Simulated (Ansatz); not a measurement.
Effect of Ga → B on GaN

The reference is GaN in the zinc blende structure (space group F-43m, No. 216; a = 4.498 Å).

The change: B takes the place of Ga on all its sites, then cell and atoms are relaxed.

Method: DFT with PBEsol, PAW potentials and a 420 eV plane-wave cutoff in Ansatz (a first-principles code), spin-orbit coupling left out, earlier PAW set. Γ-centred 16×16×16 mesh, Fermi–Dirac width 0.05 eV, for the changed cell.

The volume per atom falls by 5.52 Å³ to 5.86 Å³ and the density falls by 2.59 g/cm³ to 3.52 g/cm³. The space group stays F-43m (No. 216) and the shortest interatomic distance falls by 0.387 Å, from 1.948 Å to 1.561 Å. The band gap goes up by 2.59 eV to 4.29 eV and the gap character goes from direct at Γ to indirect, Γ → X. The smallest direct gap grows by 7.10 eV to 8.80 eV and the width of the top valence band rises by 2.92 eV, from 3.72 eV to 6.64 eV. The electron mass becomes 0.89 mₑ along k, 0.29 mₑ across (at X) (base: 0.15 mₑ (at Γ)) and the hole mass (degenerate bands, along [100]) changes from 0.16, 0.86, 0.86 mₑ (at Γ) to 0.52 mₑ (at Γ).

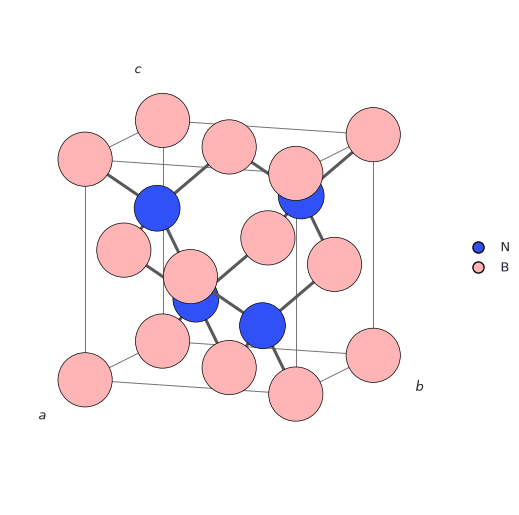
Figure: The relaxed conventional cell after the change

Masses are band curvatures over ±0.01 Å⁻¹ around the edge. Along k means along the line from Γ to the band edge. Stability against distortions was not tested. This is not the structure that GaN has at room temperature and ambient pressure.
